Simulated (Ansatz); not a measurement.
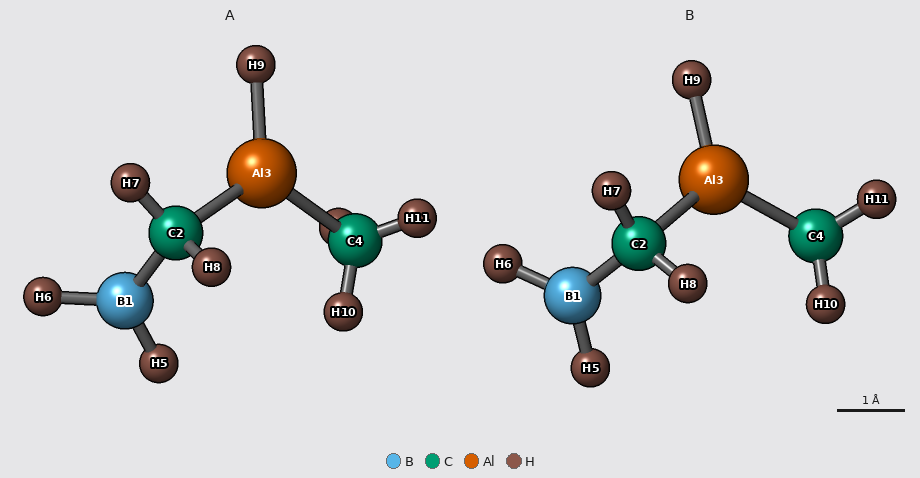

Two geometries of C2H8AlB, drawn at one scale. One is the start of a relaxation, the other its converged end. A ball-and-stick model, seen from a free direction.

All numbers below come from RKS BHLYP/def2-SVP in Ansatz. Settings: no spin polarisation; force threshold 0.015 eV/Å; at most 40 steps.

> Which one is relaxed?

Structure B is the relaxed one. The run prepares an end point of a later path (torsion) calculation, from a guessed geometry. The energy falls by 0.469 eV in 17 accepted moves (19 points after the start). The largest force component goes from 4.1 to 0.0033 eV/Å. The line search rejected the trial steps at points 5, 16 of the run. The atom that moves furthest after the best rigid fit is an H atom (0.53 Å). By element the largest moves are H 0.53 Å, Al 0.21 Å, B 0.21 Å, C 0.17 Å. Among the contacts that change: Al–C 2.038 → 1.949 Å, Al–H 1.660 → 1.578 Å, C–H 1.030 → 1.097 Å, B–H 1.244 → 1.204 Å. Bond angles that change, for instance: Al–C–H 106.0° → 113.4°, H–C–H 114.8° → 107.9°, H–C–H 112.4° → 106.0°. Groups turn about B–C by about 30°, Al–C by about 25°.
